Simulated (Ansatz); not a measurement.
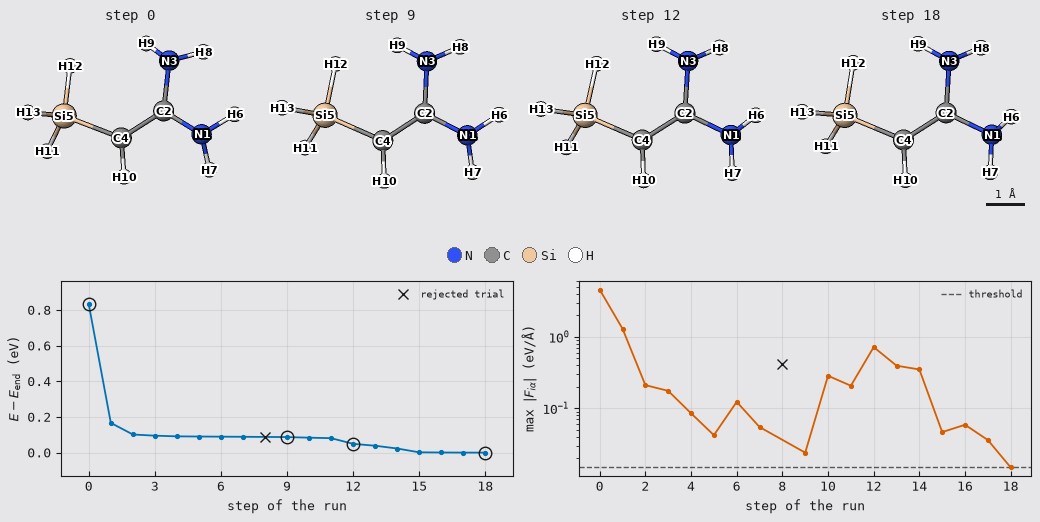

Frames of a relaxation of C$_{2}$H$_{8}$N$_{2}$Si, marked on the history of the run. Style: ball-and-stick. Shown at a tilt.

The run prepares an end point of a later path (inversion) calculation, from a guessed geometry.

Computed with RKS PBE-D4/def2-SVP (Ansatz). (no spin polarisation; force threshold 0.015 eV/Å; at most 40 steps)

What happens along the run?

After 17 accepted moves (18 points after the start) the energy has fallen by 0.831 eV. The largest force component goes from 4.6 to 0.015 eV/Å. The line search rejected the trial step at point 8 of the run. N1 moves most after the best rigid fit: 0.43 Å. Largest moves by element: N 0.43 Å, H 0.42 Å, C 0.15 Å, Si 0.04 Å. Near-neighbour distances that change, for instance: N1–C2 1.305 → 1.394 Å, N3–H8 0.954 → 1.025 Å, Si5–H11 1.444 → 1.511 Å, C4–H10 1.044 → 1.103 Å. Among the angles between lasting bonds that change: C4–Si5–H13 106.6° → 114.6°, H6–N1–H7 107.5° → 112.3°, N1–C2–C4 119.3° → 123.3°. From step 0 to 9: H9 moves most (0.30 Å), energy −0.744 eV. From step 9 to 12: N1 moves most (0.28 Å), energy −0.038 eV. From step 12 to 18: H6 moves most (0.18 Å), energy −0.049 eV.

```tsv
step	E − E(0), eV	largest force component, eV/Å	note
0	0.0000	4.5814	
1	-0.6645	1.3004	
2	-0.7296	0.2114	
3	-0.7363	0.1756	
4	-0.7401	0.0853	
5	-0.7410	0.0421	
6	-0.7418	0.1232	
7	-0.7425	0.0548	
8	-0.7416	0.4180	rejected
9	-0.7442	0.0240	
10	-0.7474	0.2857	
11	-0.7503	0.2072	
12	-0.7821	0.7193	
13	-0.7927	0.3954	
14	-0.8083	0.3499	
15	-0.8297	0.0465	
16	-0.8306	0.0589	
17	-0.8312	0.0360	
18	-0.8313	0.0149
```
